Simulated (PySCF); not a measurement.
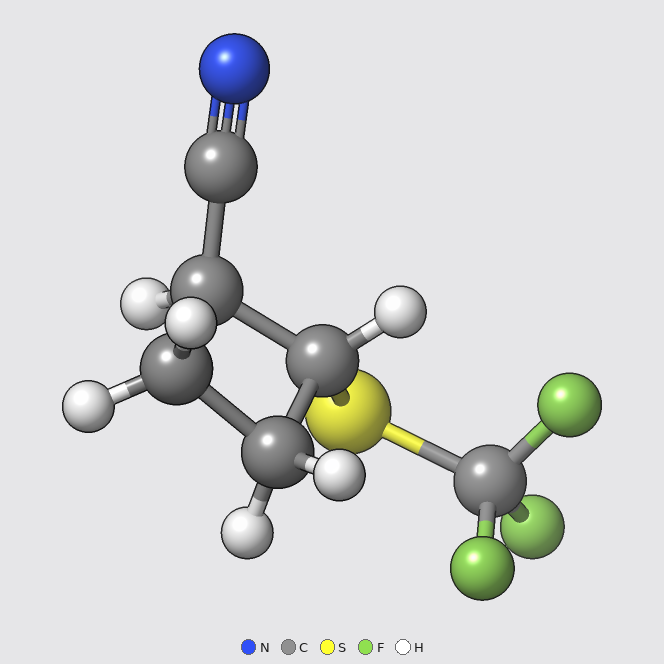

The picture shows a molecular structure as a ball-and-stick model. Multiple sticks mark multiple bonds (one Kekulé form).

The computed structure is the end point of a GFN2-xTB optimisation. No frequency run is at hand to confirm it as a minimum.

Which formula does it have?

Answer. C₆H₆F₃NS, 17 atoms: 6 carbon, 6 hydrogen, 3 fluorine, 1 nitrogen and 1 sulfur.

Which point group does it belong to?

Answer. C1.

Describe its rings.

Answer. Independent rings (smallest set): 1 of 4 members.

How many bonds of each kind are drawn?

Answer. 6 C–H, 5 C–C, 3 C–F, 2 C–S, 1 C–N.

More results for the same structure follow; atom numbers are the same in all pictures, views and colours differ.

**Geometry**

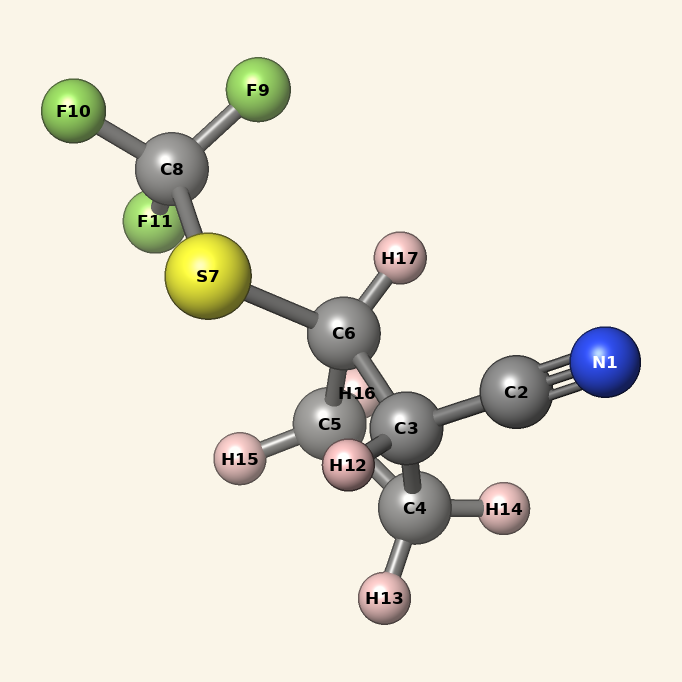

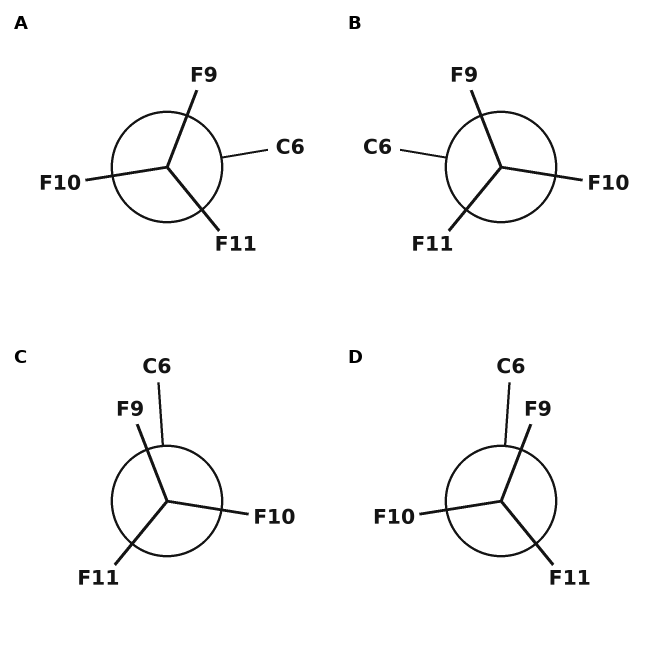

Atoms fade into the background with distance from the viewer. Bonds that would overlap in a projection are set slightly apart. No frequency run is at hand to confirm it as a minimum.

Which Newman projection shows the view along C8–S7, with C8 in front?

Answer. B. The torsion angle F9–C8–S7–C6 is −59°, synclinal (gauche).

**Ring current**

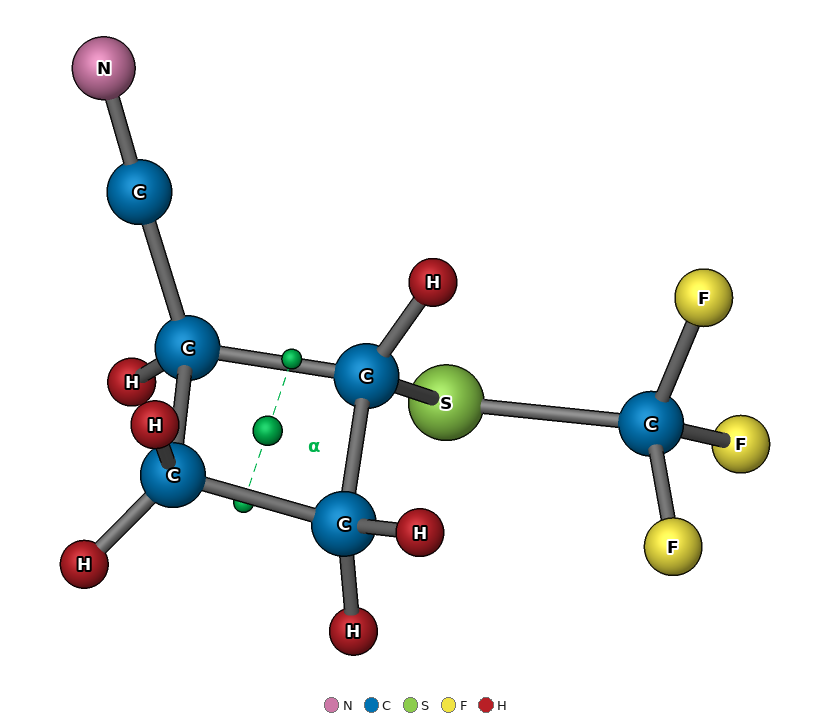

The small points mark where nucleus-independent chemical shifts (NICS) were computed: at the centre of each lettered ring and 1 Å above and below it. No frequency run is at hand to confirm it as a minimum. Properties computed with GIAO PBE0/pcSseg-1 NMR shielding, non-relativistic, gas phase (PySCF 2.14.0).

Give NICS(0), NICS(1) and the out-of-plane component NICS(1)zz for each ring (means of the two sides).

```json
{"ring": "α", "members": "C4", "NICS(0)": "−0.6", "NICS(1)": "−0.4", "NICS(1)zz": "4.7"}
```

Values in ppm.

**Dipole moment**

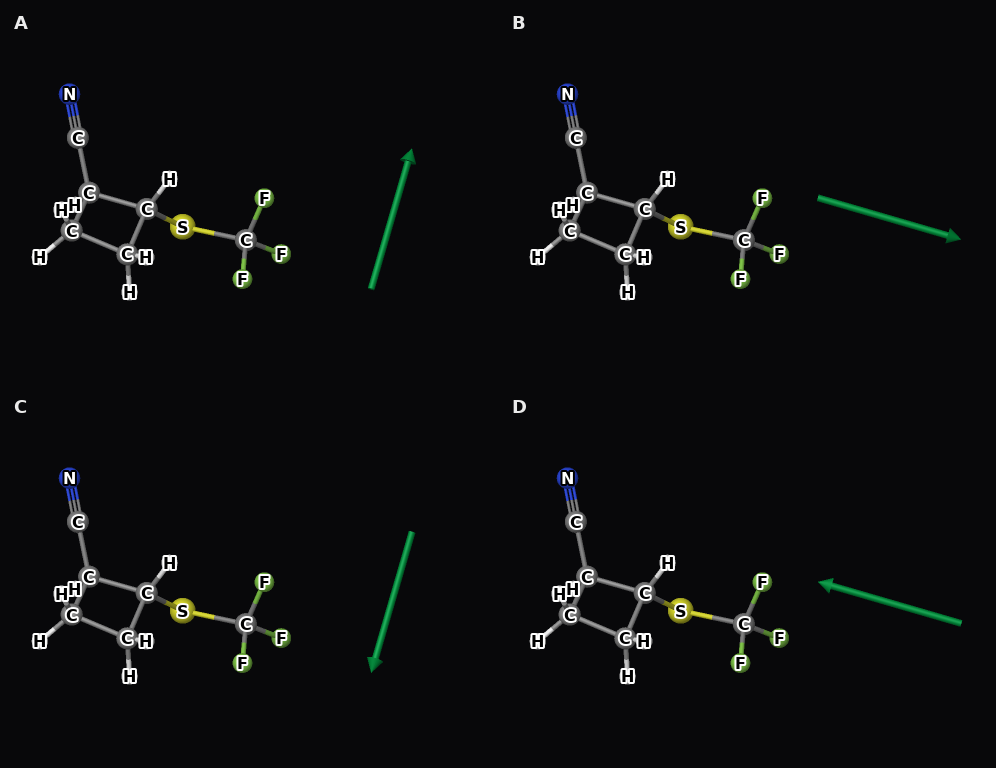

The same molecule four times, each with an arrow. No frequency run is at hand to confirm it as a minimum. Properties computed with PBE0/pcSseg-1, gas phase (PySCF 2.14.0).

Which arrow points along the dipole moment, from the negative to the positive end?

Answer. C. The dipole moment is 3.62 D.

**NMR shielding**

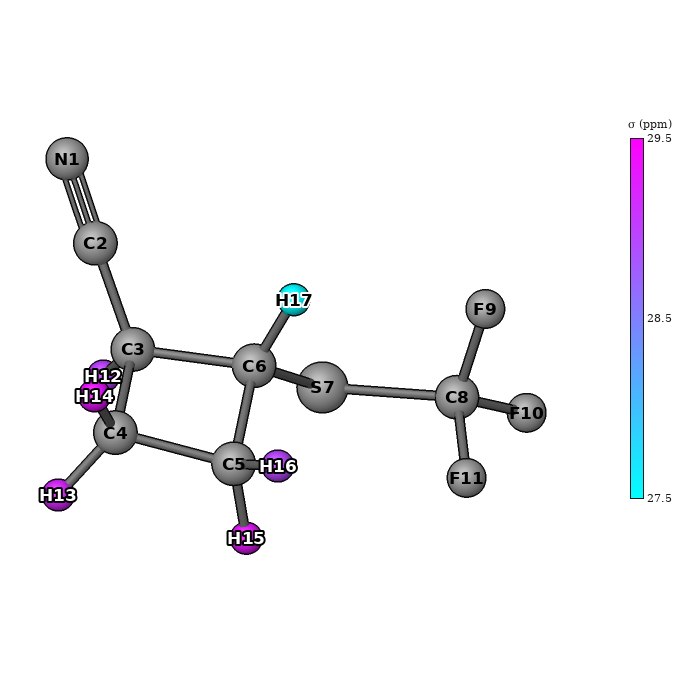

Atoms are coloured by their isotropic NMR shieldings (H only, the others grey). No frequency run is at hand to confirm it as a minimum. Level of theory: GIAO PBE0/pcSseg-1 NMR shielding, non-relativistic, gas phase (PySCF 2.14.0).

Which H atom is the most shielded (lowest chemical shift)?

Answer. H14 (29.33 ppm).

Which H atom is the least shielded (highest chemical shift)?

Answer. H17 (27.55 ppm).

How wide is the range of H shifts?

Answer. 1.78 ppm.

Give the isotropic NMR shieldings of the H atoms atom by atom.

```
atom  σ (ppm)
 H12    28.97
 H13    29.19
 H14    29.33
 H15    29.30
 H16    28.94
 H17    27.55
```
